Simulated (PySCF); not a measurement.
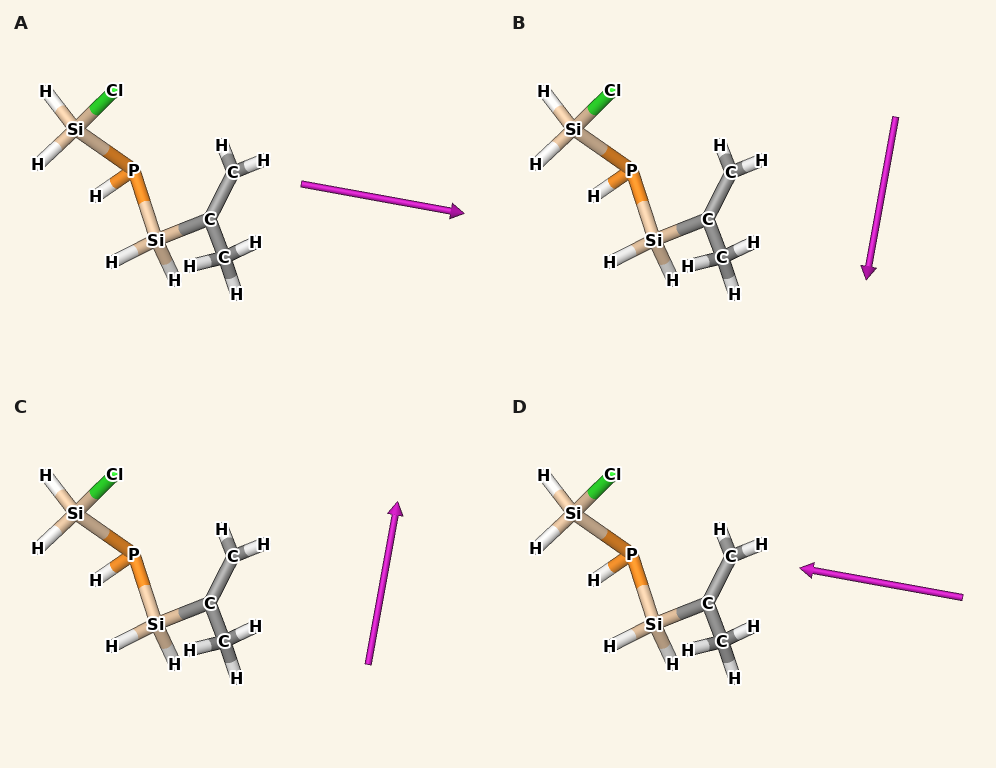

The same molecule four times, each with an arrow. The computed structure is the end point of a GFN2-xTB optimisation. No frequency run is at hand to confirm it as a minimum. Method: CAM-B3LYP/def2-SVPD, gas phase (PySCF 2.14.0).

### Which arrow points along the dipole moment, from the negative to the positive end?

B. The dipole moment is 1.32 D.

The geometry is semi-empirical. Around P, Si such bond lengths and angles can be off by a tenth of an ångström or more and by several degrees, and values that hang on the shape move with them.
